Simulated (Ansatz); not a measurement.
# Cl₂···Cl₂: what the fields show

Input file:

```
crystal:
  periodic: [false, false, false]
  atoms:
    - {symbol: Cl, position_ang: [-0.454857, 0.935713, -1.878365]}
    - {symbol: Cl, position_ang: [0.407217, -0.722547, -2.536300]}
    - {symbol: Cl, position_ang: [0.152948, -0.383295, 3.152550]}
    - {symbol: Cl, position_ang: [-0.105308, 0.170128, 1.262116]}
basis:
  gaussian: {orbitals: "def2-TZVPPD.json"}
hamiltonian: {xc: pbe0, dispersion: d4}
output: {orbitals: {seedname: orbitals}}
```

Launched as:

```sh
ansatz run in.yaml --threads 4 --pin off --events-out ev --progress --plain --max-ram 9574MiB
```

Geometry: PBE0-D4/def2-TZVP.

Computed with RKS PBE0-D4/def2-TZVPPD in Ansatz 0.2.0.

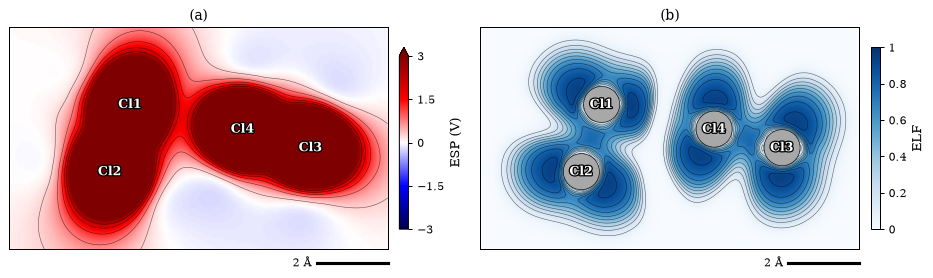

Figure 1. (a) molecular electrostatic potential; (b) ELF on the molecular plane. Grey discs cover the atomic cores in the ELF map.

**Interpret the plot.**

- The section cuts through Cl sites.
- Cl1···Cl4 (3.25 Å): the ELF dips to about 0 between them: a non-bonded, intermolecular contact.
- Cl–Cl (1.98 Å): the ELF peaks at about 0.80 between the atoms, as expected for a shared electron pair.
- The ELF also peaks beside Cl3, Cl2, Cl4 and Cl1, away from the bonds: lone-pair regions.
- The potential has no marked negative region in this plane.

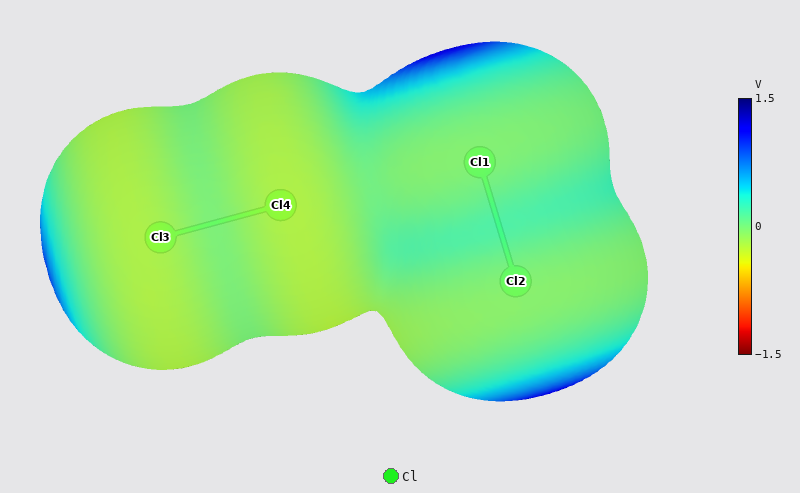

Figure 2. The molecular electrostatic potential painted on the density surface at 0.001 e/bohr³, seen across its widest extent; red is negative and blue positive.

**Describe the electrostatic potential map.**

The most negative region (about −0.2 V) lies over Cl3 and Cl4, the most positive (about +1.2 V) over Cl1 and Cl2. Cl1 shows a σ-hole: about +1.2 V at the tip opposite its bond, against about 0.0 V on its flanks. Cl2 shows a σ-hole: about +1.2 V at the tip opposite its bond, against about −0.1 V on its flanks. Cl3 shows a σ-hole: about +1.0 V at the tip opposite its bond, against about −0.2 V on its flanks.

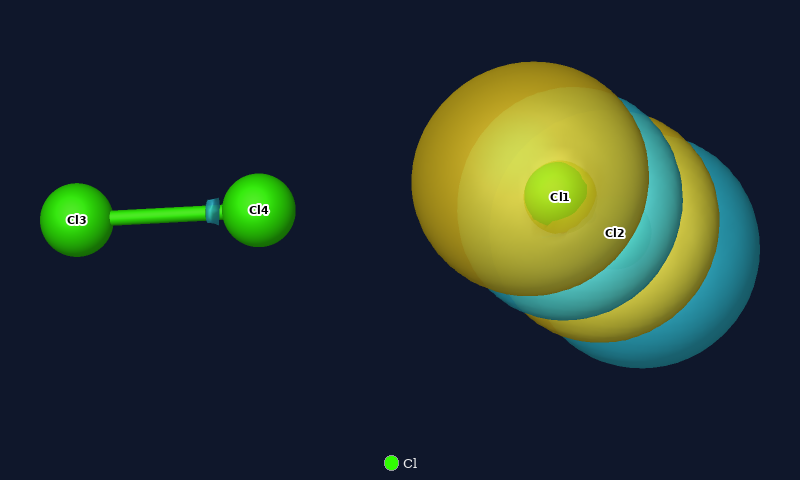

Figure 3. The LUMO at ±0.08 Å⁻³ᐟ² (yellow and cyan are the two phases), seen from one side.

**Describe this orbital and give its energy.**

It lies mainly on Cl2 (about 50 %) and Cl1 (about 50 %); it is symmetric in the molecular plane (an in-plane orbital: σ, lone-pair or in-plane π type). Its energy is −3.28 eV.
